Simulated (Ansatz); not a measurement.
# Carrier doping in ZnS

Take ZnS in the wurtzite structure (space group P6_3mc, No. 186; a = 3.845 Å, c = 6.306 Å) as the base.

Carriers are added at fixed cell with a uniform background; the Fermi–Dirac width is that of 300 K.

Method: DFT with PBE, PAW potentials and a 420 eV plane-wave cutoff in Ansatz (a quantum-chemistry and plane-wave program), no spin-orbit coupling.

Notes on the quantities. Fermi level from band edge: Fermi level relative to the doped band's edge (positive inside the band; to 0.05 eV).

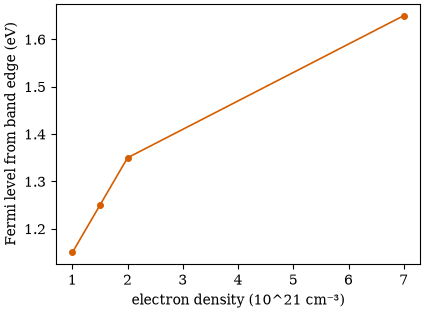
Figure. Fermi level from band edge against electron density

### Question
From the plot, what is the Fermi level from band edge for electrons 2.0×10^21 cm⁻³?

### Answer
About 1.35 eV.

### Question
Is the trend monotonic over the range shown?

### Answer
Yes, it rises throughout, spanning +1.15 eV to +1.65 eV.

Carriers are added with a uniform compensating background; total energy and stress of such cells depend on the potential's zero and are not compared; many-body gap narrowing is missing at this level. Stability against distortions was not tested.
